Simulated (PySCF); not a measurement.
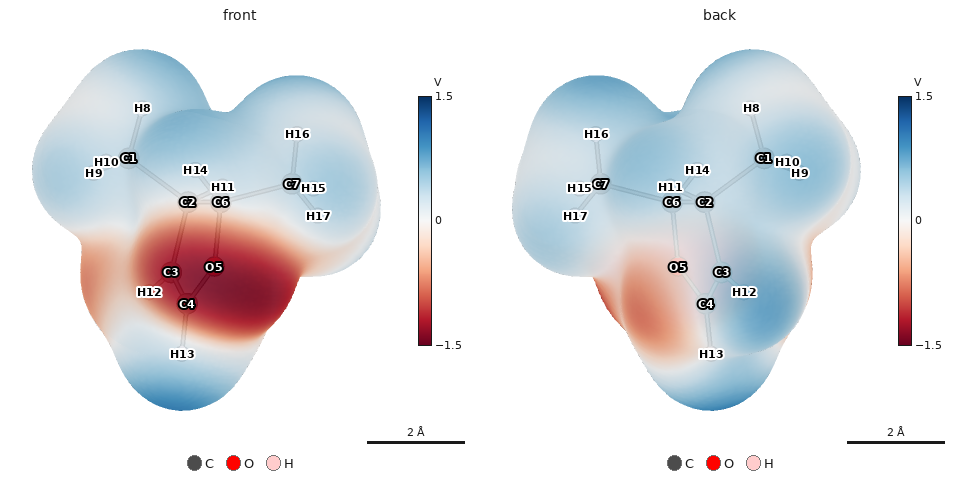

C₆H₁₀O. The molecular electrostatic potential painted on the density surface at 0.002 e/bohr³, seen from the front and from behind; the colour scale runs from red (negative) to blue (positive).

Geometry: GFN2-xTB.

All numbers below come from PBE0/pcSseg-1, SCF density, gas phase, non-relativistic in PySCF.

Input

```
{"job": {"kind": "nmr", "xc": "PBE0", "basis": "pcSseg-1"}, "charge": 0, "multiplicity": 1}
C     -1.046597    -1.634817    -0.334738
C     -0.467085    -0.394030     0.343985
C     -1.402764     0.783755     0.281890
C     -0.830927     1.753510    -0.415842
O      0.416191     1.473022    -0.871173
C      0.776120     0.170910    -0.387759
C      1.998802     0.287605     0.515138
H     -0.321740    -2.446352    -0.325358
H     -1.308280    -1.411851    -1.366906
H     -1.943043    -1.964391     0.185753
H     -0.218529    -0.645608     1.381028
H     -2.377012     0.793043     0.725759
H     -1.199170     2.728943    -0.678727
H      1.028243    -0.437860    -1.264872
H      2.812978     0.763978    -0.024790
H      2.315789    -0.700196     0.839493
H      1.760027     0.892368     1.387208
```

Command:

```sh
OMP_NUM_THREADS=1 python probes_run.py task.json out
```

Where is the surface potential most negative and most positive?

The most negative region (about −1.4 V) lies over O5, the most positive (about +0.9 V) over H13. O5 is the likeliest acceptor of a hydrogen bond.
